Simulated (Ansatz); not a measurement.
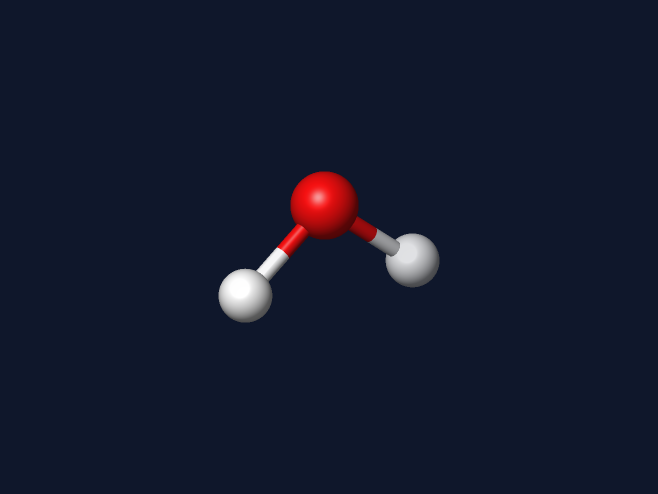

Rendered structure (ball-and-stick style). Colours: hydrogen white, oxygen red.

> What is the molecular formula?

H₂O, 3 atoms: 2 hydrogen and 1 oxygen.

> Which point group does it belong to?

C2v.

> How many bonds of each kind are drawn?

2 O–H. Sticks follow a distance rule.

The parts below concern this one geometry. Atoms keep their numbers from picture to picture. The geometry was computed by an optimisation with PBE0-D4/def2-TZVP.

## Geometry

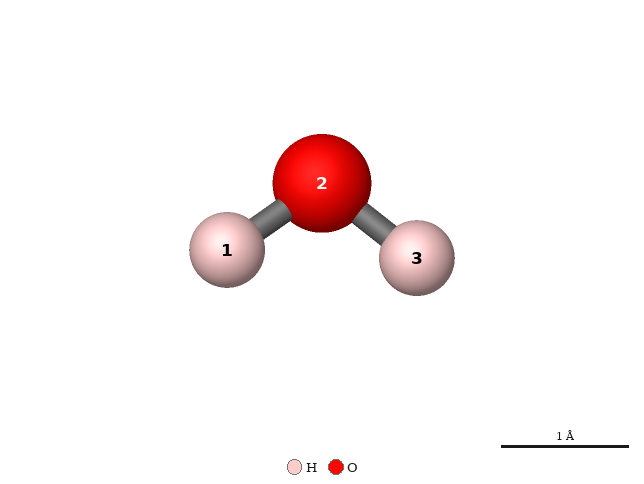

List the bonds and their lengths.

| bond | length (Å) |
| --- | --- |
| H1–O2 | 0.960 |
| O2–H3 | 0.960 |

## Charges

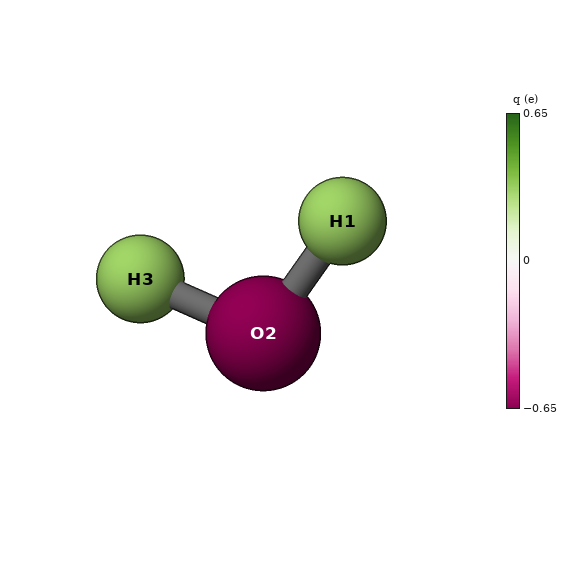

Atoms are coloured by their Mulliken charges. Method: RKS PBE0-D4/def2-TZVP (Ansatz 0.2.0).

List the Mulliken charges.

```tsv
atom	value (e)
H1	0.32
O2	−0.65
H3	0.32
```

## Electronic properties

Method: RKS PBE0-D4/def2-TZVP (Ansatz 0.2.0).

Predict the main results.

- dipole moment: 2.07 D
- harmonic zero-point energy: 56.4 kJ/mol

## Vibrations

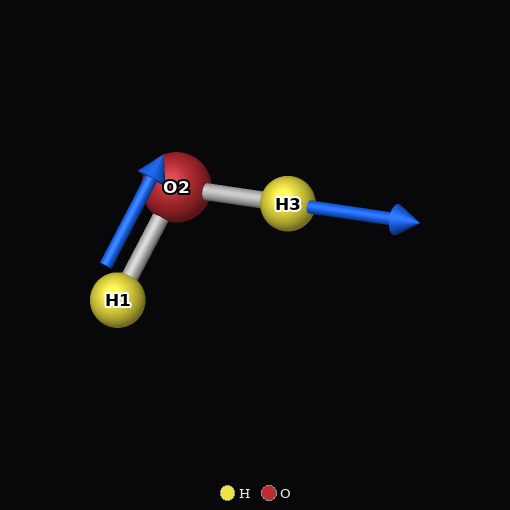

The arrows show one normal mode. Harmonic vibrations computed with RKS PBE0-D4/def2-TZVP (Ansatz 0.2.0) at a stationary point of the same level.

> Describe the motion.

Mostly out-of-phase stretching of 2 O–H bonds.

> Estimate its harmonic wavenumber.

3960 cm⁻¹; it is mode 3 of 3 counted from the lowest.

## Thermal motion

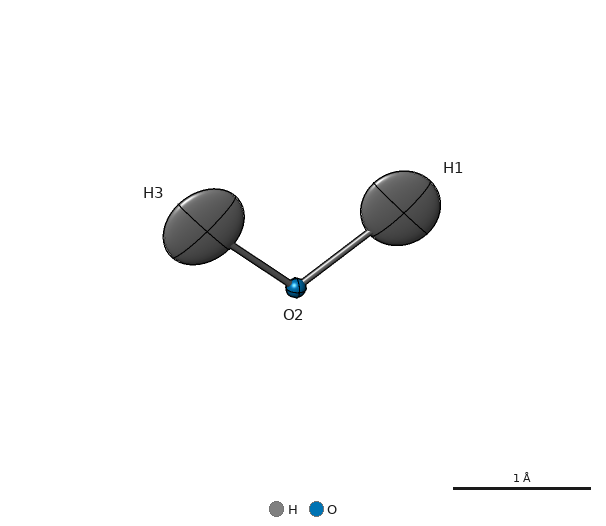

Displacement ellipsoids at the 50 % level, enlarged 3 times, from the internal vibrations of the free molecule (harmonic, no overall translation or rotation; no half-axis is drawn under 0.075 Å). Vibrations computed with RKS PBE0-D4/def2-TZVP (Ansatz 0.2.0). Temperature: 400 K.

Give the displacement parameters, one line for each set of equivalent atoms.

```
  atom  U_eq (Å²)   rms amplitudes (Å)
H1, H3     0.0029  0.000, 0.063, 0.069
    O2    0.00003  0.000, 0.004, 0.008
```

Mulliken values depend strongly on the basis set and can even reverse the polarity of a bond.
